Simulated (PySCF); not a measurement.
# CH₁₃GeNSi₃: magnetic properties

Programs: PySCF 2.14.0, with routines of our own; each step states its level. All values are computed. Atoms count from 0.

### Step 1. The system as given

19 atoms, charge 0, multiplicity 1; geometry from: GFN2-xTB.

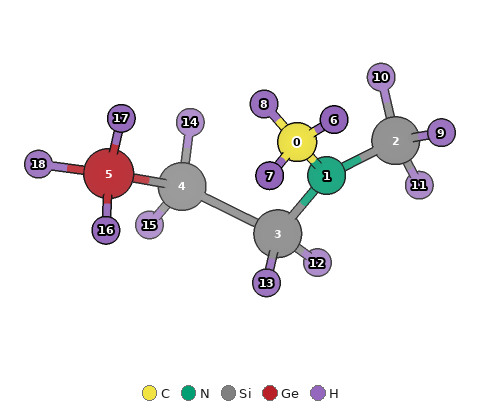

The starting geometry (carbon yellow, nitrogen teal, silicon grey, germanium red, hydrogen purple).

### Step 2. Magnetic properties: GIAO KT3/pcSseg-1

What the job is given:

```
{"job": {"kind": "mag", "xc": "KT3", "basis": "pcSseg-1", "isotopologues": 2}, "charge": 0, "multiplicity": 1}
C     -0.824588    -0.308391     1.391485
N     -1.389619     0.340991     0.228965
Si    -2.954544    -0.211374    -0.272100
Si    -0.256488     1.272046    -0.708863
Si     1.496341    -0.086471    -1.390739
Ge     3.068322    -0.390741     0.322712
H     -1.608417    -0.569431     2.101626
H     -0.115383     0.353475     1.892277
H     -0.293087    -1.229562     1.120989
H     -3.841135    -0.094509     0.888930
H     -2.899090    -1.615410    -0.704381
H     -3.359632     0.654617    -1.370581
H     -1.042558     1.869662    -1.787058
H      0.198273     2.351117     0.190255
H      1.083688    -1.431559    -1.823923
H      2.217694     0.464878    -2.546839
H      3.368407     0.857022     1.109382
H      2.695265    -1.360774     1.410950
H      4.446746    -0.856336    -0.060549
```

With the program's defaults for keys left out, this is: GIAO KT3/pcSseg-1 magnetisability, rotational g tensor and spin-rotation constants, non-relativistic, gas phase.

Launch:

```sh
> OMP_NUM_THREADS=1 python excited_run.py task.json out
```

This one command runs all jobs of the session in turn.

**Question.** How long does this first job take on 1 thread of Arm Neoverse V1, shared host, and how much memory does it need?

About 70 s, with a peak of 0.94 GiB.
